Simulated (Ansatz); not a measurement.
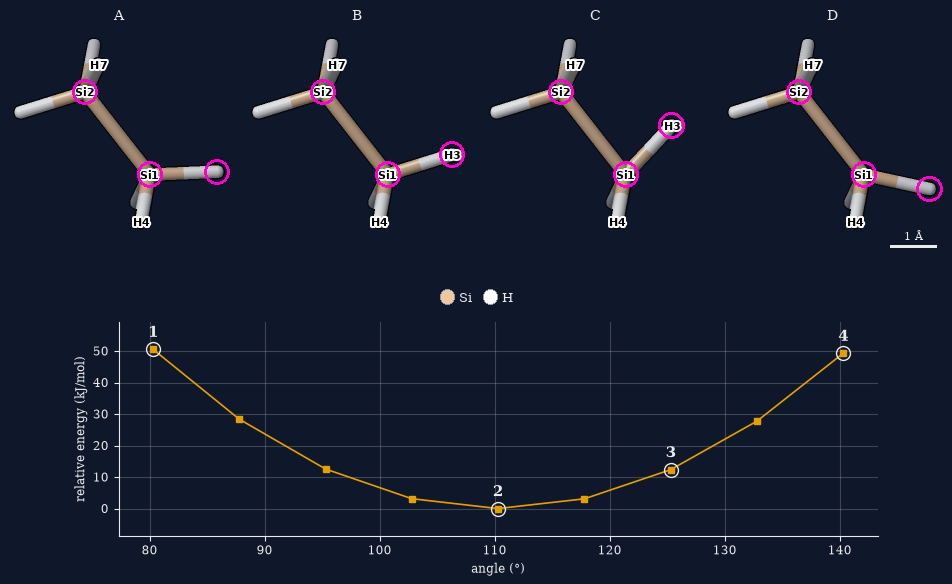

Energy scan for Si₂H₆, in which one H–Si–Si angle is varied, with the rest of the molecule carried along rigidly. The frames are shuffled; the numbered points of the plot belong to them. The picture is a stick view, seen onto the plane of the angle. The ringed atoms are those of the scanned coordinate.

Level of theory: PBE0-D4 (def2-TZVPP, Ansatz), on geometries moved rigidly from the minimum at PBE0-D4/def2-TZVP. Energies are counted from the PBE0-D4/def2-TZVP minimum geometry at the same level.

### Which frame belongs to which numbered point?

Point 1 is frame C (the angle 80.3°, 50.5 kJ/mol); 2 is frame B (the angle 110.3°, 0.0 kJ/mol); 3 is frame A (the angle 125.3°, 12.3 kJ/mol); 4 is frame D (the angle 140.3°, 49.3 kJ/mol). Of the computed points the lowest is at the angle 110.3°, 0.0 kJ/mol. The curvature at the lowest point is about 3.8 eV/rad².
